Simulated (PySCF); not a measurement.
# C₇H₁₂: excited states, first hyperpolarisability

Aim: compute the excited states, first hyperpolarisability of C₇H₁₂ (`C=CC(=C)C(C)C`).

Computed with PySCF 2.14.0 and routines of our own; the level stands in each step. Atoms count from 0.

## Step 1: The system as given

19 atoms, charge 0, multiplicity 1; geometry from: GFN2-xTB.

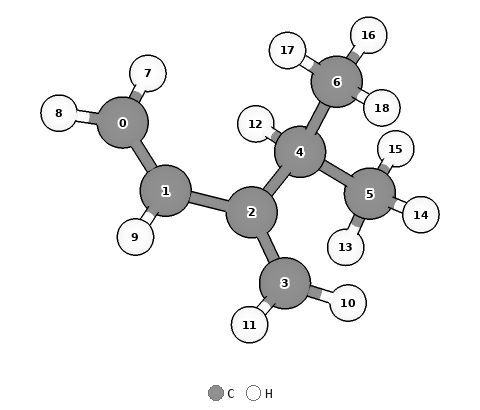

The starting geometry (carbon grey, hydrogen white).

## Step 2: Relaxing the molecule at PBE0-D3(BJ)/def2-SVP

What the job is given:

```
{"job": {"xc": "PBE0", "basis": "def2-SVP", "d3": "d3bj", "grid": 1, "kind": "geom"}, "charge": 0, "multiplicity": 1}
C     -2.120524     1.397429    -0.184113
C     -1.889606     0.196669     0.334586
C     -0.625224    -0.531757     0.360763
C     -0.583416    -1.722451     0.958544
C      0.592714     0.117162    -0.256687
C      1.649253    -0.883494    -0.721579
C      1.204159     1.095895     0.751509
H     -1.361594     1.990911    -0.664596
H     -3.101774     1.839866    -0.144054
H     -2.712313    -0.330271     0.803511
H      0.313088    -2.311513     1.025058
H     -1.461944    -2.152656     1.410665
H      0.264099     0.680150    -1.136182
H      1.204856    -1.641021    -1.363122
H      2.125186    -1.374755     0.123377
H      2.422534    -0.365303    -1.285131
H      2.047474     1.620531     0.307218
H      0.468249     1.828144     1.074558
H      1.554981     0.555715     1.628540
```

On the command line:

```bash
$ OMP_NUM_THREADS=1 python excited_run.py task.json out
```

The driver reads the jobs from task.json and runs them one after another.

Log:

```text
step   0  E = -273.40707459  max force = 0.011066
step   1  E = -273.40940056  max force = 0.001629
step   2  E = -273.40942496  max force = 0.000562
step   3  E = -273.40942414  max force = 0.001100
step   4  E = -273.40944123  max force = 0.000648
step   5  E = -273.40944207  max force = 0.000896
step   6  E = -273.40945099  max force = 0.000147
optimisation converged
```

It took 51 s on 1 thread of Arm Neoverse V1, shared host; peak memory 0.71 GiB.

Step by step:

```
step  energy from step 0 (eV)  largest force component (eV/Å)
   0                   0.0000                          0.5690
   1                  -0.0633                          0.0838
   2                  -0.0640                          0.0289
   3                  -0.0639                          0.0566
   4                  -0.0644                          0.0333
   5                  -0.0644                          0.0461
   6                  -0.0647                          0.0076
```

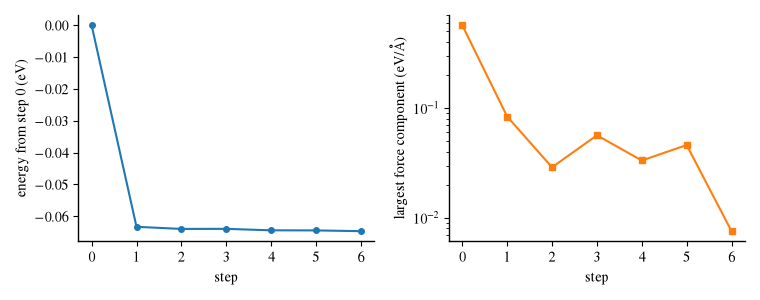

Energy and force, step by step.

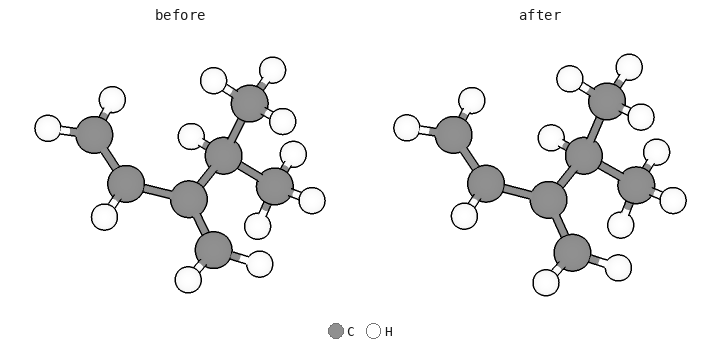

The geometry before (left) and after (right).

Close pairs (by a distance rule), those that changed most:

| bond | before (Å) | after (Å) | change (Å) |
| --- | --- | --- | --- |
| C3–H10 | 1.075 | 1.092 | +0.017 |
| C0–H7 | 1.077 | 1.093 | +0.017 |
| C3–H11 | 1.078 | 1.094 | +0.016 |
| C0–H8 | 1.077 | 1.093 | +0.015 |
| C5–H14 | 1.087 | 1.102 | +0.015 |
| C6–H18 | 1.088 | 1.101 | +0.013 |
| C6–H16 | 1.088 | 1.101 | +0.013 |
| C1–H9 | 1.084 | 1.096 | +0.013 |

The next job starts from the end point, and lists it.

```csv
at the end point,value
point group (found at 0.08 Å tolerance),C1
"rotational constants (GHz, main isotopes)","3.502, 2.095, 1.568"
dipole moment (D),0.26
```

## Step 3: Excited states: TDA wB97X-D/def2-SVPD

What the job is given:

```
{"job": {"kind": "states", "xc": "wB97X-D", "basis": "def2-SVPD", "tda": true, "soc": true, "nstates": 5, "ntriplets": 5, "nquad": 4}, "charge": 0, "multiplicity": 1}
C     -2.126091     1.353090    -0.145148
C     -1.889234     0.152797     0.401375
C     -0.624076    -0.592460     0.392651
C     -0.600028    -1.822650     0.935641
C      0.604232     0.065810    -0.203236
C      1.684821    -0.916829    -0.636054
C      1.177105     1.105227     0.765994
H     -1.354914     1.923373    -0.669746
H     -3.117532     1.808327    -0.086424
H     -2.717372    -0.356961     0.907796
H      0.301818    -2.437308     0.952870
H     -1.500274    -2.252716     1.383373
H      0.268292     0.601636    -1.108793
H      1.286110    -1.686947    -1.313295
H      2.139469    -1.426340     0.228577
H      2.494107    -0.385990    -1.160217
H      2.014406     1.651374     0.303738
H      0.419400     1.839132     1.075512
H      1.554040     0.610292     1.674966
```

With the program's defaults for keys left out, this is: TDA wB97X-D/def2-SVPD excited states, vertical, gas phase, spin-orbit mean-field couplings.

Log:

```text
coarse grid: 15048 points
cycle   1  E = -273.5832817343  dE =  7.503e-01  |g| = 2.792e-01  |ddm| = 8.078e+00
cycle   2  E = -273.6020279830  dE = -1.875e-02  |g| = 1.582e-01  |ddm| = 1.067e+00
cycle   3  E = -273.6083871326  dE = -6.359e-03  |g| = 2.866e-02  |ddm| = 4.911e-01
cycle   4  E = -273.6086480858  dE = -2.610e-04  |g| = 9.840e-03  |ddm| = 1.545e-01
cycle   5  E = -273.6086744477  dE = -2.636e-05  |g| = 2.465e-03  |ddm| = 3.155e-02
cycle   6  E = -273.6086765011  dE = -2.053e-06  |g| = 1.023e-03  |ddm| = 1.280e-02
final grid: 142920 points
cycle   7  E = -273.6528341150  dE = -1.307e-04  |g| = 3.171e-03  |ddm| = 2.582e-01
cycle   8  E = -273.6528368238  dE = -2.709e-06  |g| = 1.435e-03  |ddm| = 2.806e-02
cycle   9  E = -273.6528372934  dE = -4.696e-07  |g| = 6.142e-04  |ddm| = 5.380e-03
cycle  10  E = -273.6528373935  dE = -1.001e-07  |g| = 1.541e-04  |ddm| = 2.486e-03
cycle  11  E = -273.6528373998  dE = -6.301e-09  |g| = 4.496e-05  |ddm| = 6.058e-04
cycle  12  E = -273.6528374005  dE = -6.795e-10  |g| = 1.499e-05  |ddm| = 1.964e-04
converged SCF energy = -273.6528374005

Singlet excitations
state   eV       nm        f     d(h-e)  d(exc)  Lambda  PR(NTO)  |dmu|/D   mu/D   main configurations
  1   6.1728   200.9   0.75380   0.132   2.957   0.836   1.113    0.306    0.519   H->L 0.93
  2   6.8927   179.9   0.00071   0.530   3.634   0.308   1.094    2.843    3.149   H->L+1 0.69, H->L+3 0.22
  3   6.9963   177.2   0.00641   0.504   2.883   0.474   1.085    1.885    2.177   H-2->L 0.86
  4   7.2723   170.5   0.00142   0.273   3.268   0.609   1.931    0.983    1.269   H-1->L 0.54, H->L+5 0.14, H->L+2 0.10
  5   7.4909   165.5   0.03789   0.628   3.793   0.368   1.261                     H->L+2 0.76

Triplet excitations (Tamm-Dancoff)
state   eV     d(h-e)  d(exc)  Lambda  PR(NTO)   main configurations
  1   3.2954   0.034   2.542   0.844   1.098   H->L 0.94
  2   5.0367   0.048   2.085   0.623   1.862   H-1->L 0.52, H->L+5 0.18, H->L+4 0.08
  3   6.7016   0.423   2.780   0.467   1.065   H-2->L 0.86
  4   6.8984   0.574   3.642   0.307   1.069   H->L+1 0.69, H->L+3 0.22
  5   7.1672   0.390   3.233   0.565   1.927   H-1->L 0.36, H->L+5 0.24, H->L+4 0.12
S1 - T1 = 2.8774 eV

Spin-orbit couplings |<S|Hso|T>| (cm-1)
             T1       T2       T3       T4       T5
S0        0.184    0.151    1.085    2.671    1.369
S1        0.152    0.295    2.005    0.534    0.361
S2        0.554    2.168    0.180    0.045    1.382
S3        2.259    1.618    1.390    0.162    4.123
S4        0.661    0.389    3.819    1.040    0.687
S5        2.920    0.410    1.540    0.250    0.751
T1 sublevels (cm-1): 0.000 0.000 0.000   radiative rates (1/s): 0.0481 0.0397 0.017
```

Wall time 44 s (1 thread of Arm Neoverse V1, shared host); peak memory 0.97 GiB.

Key values:

```
  quantity    value
S1 less T1  2.88 eV
```

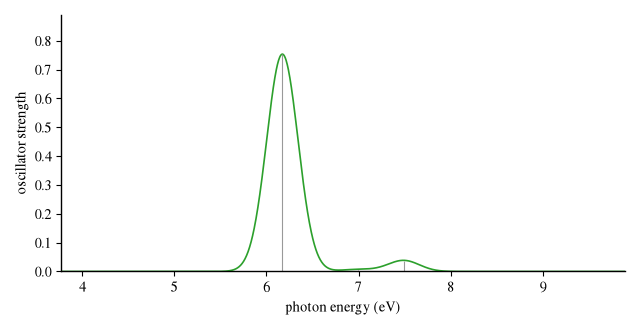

Absorption lines of the singlets. Lines are broadened to a width of 0.40 eV (Gaussian).

## Step 4: First hyperpolarisability: quadratic response B3LYP/def2-SVPD

The job, as its differences from that of step 3:

```diff
@@ -1,2 +1,2 @@
-{"job": {"kind": "states", "xc": "wB97X-D", "basis": "def2-SVPD", "tda": true, "soc": true, "nstates": 5, "ntriplets": 5, "nquad": 4}, "charge": 0, "multiplicity": 1}
+{"job": {"kind": "beta", "xc": "B3LYP", "basis": "def2-SVPD", "wavelengths": [1064]}, "charge": 0, "multiplicity": 1}
 C     -2.126091     1.353090    -0.145148
```

Method: quadratic response B3LYP/def2-SVPD first hyperpolarisability, Taylor convention, gas phase.

Log:

```text
coarse grid: 15048 points
cycle   1  E = -273.6351977820  dE =  4.445e-01  |g| = 4.599e-01  |ddm| = 1.031e+01
cycle   2  E = -273.6182109172  dE =  1.699e-02  |g| = 5.276e-01  |ddm| = 2.452e+00
cycle   3  E = -273.6961597167  dE = -7.795e-02  |g| = 4.885e-02  |ddm| = 1.274e+00
cycle   4  E = -273.6964587525  dE = -2.990e-04  |g| = 3.588e-02  |ddm| = 1.901e-01
cycle   5  E = -273.6967701534  dE = -3.114e-04  |g| = 9.209e-03  |ddm| = 7.107e-02
cycle   6  E = -273.6967909494  dE = -2.080e-05  |g| = 2.372e-03  |ddm| = 2.605e-02
cycle   7  E = -273.6967924127  dE = -1.463e-06  |g| = 2.846e-04  |ddm| = 5.953e-03
final grid: 142920 points
cycle   8  E = -273.7547653813  dE = -6.312e-05  |g| = 5.801e-03  |ddm| = 2.981e-01
cycle   9  E = -273.7547611008  dE =  4.280e-06  |g| = 7.037e-03  |ddm| = 3.748e-02
cycle  10  E = -273.7547745391  dE = -1.344e-05  |g| = 9.229e-04  |ddm| = 1.735e-02
cycle  11  E = -273.7547747382  dE = -1.991e-07  |g| = 3.231e-04  |ddm| = 2.252e-03
cycle  12  E = -273.7547747629  dE = -2.469e-08  |g| = 1.027e-04  |ddm| = 8.127e-04
cycle  13  E = -273.7547747657  dE = -2.790e-09  |g| = 2.794e-05  |ddm| = 2.846e-04
cycle  14  E = -273.7547747659  dE = -1.919e-10  |g| = 1.042e-05  |ddm| = 8.879e-05
converged SCF energy = -273.7547747659

Lowest singlets (eV, f): 5.5689 0.4802  6.1746 0.0019  6.5224 0.0003

First hyperpolarisability (au)
process     nm      |vector|   parallel      HRS      DR
static         -       20.08       7.65      18.85    1.82
shg       1064.0       27.34       9.52      22.97   1.935
eope      1064.0       22.10        8.2          -       -
```

Run time: 37 s. Hardware: 1 thread of Arm Neoverse V1, shared host; peak memory 0.89 GiB.

## Step 5: Results

| quantity | value |
| --- | --- |
| point group | C1 |
| rotational constants (main isotopes) | 3.50, 2.10, 1.57 GHz |
| S1 less T1 (step 3, TDA wB97X-D/def2-SVPD) | 2.88 eV |
| β vector (step 4, quadratic response B3LYP/def2-SVPD) | static 20, SHG 1064.0 nm 27 au |

What this shows: Relaxing lowered the energy by 0.065 eV in 6 steps; the close pair that moved most is C3–H10, from 1.075 to 1.092 Å. In step 3, the number of triplets below S1 is 2, and the largest singlet-triplet spin-orbit coupling is S3–T5, 4.12 cm⁻¹. β grows from 20 au (static) to 27 au for doubling at 1064.0 nm: normal dispersion, which grows as twice the photon energy moves toward the bright states.
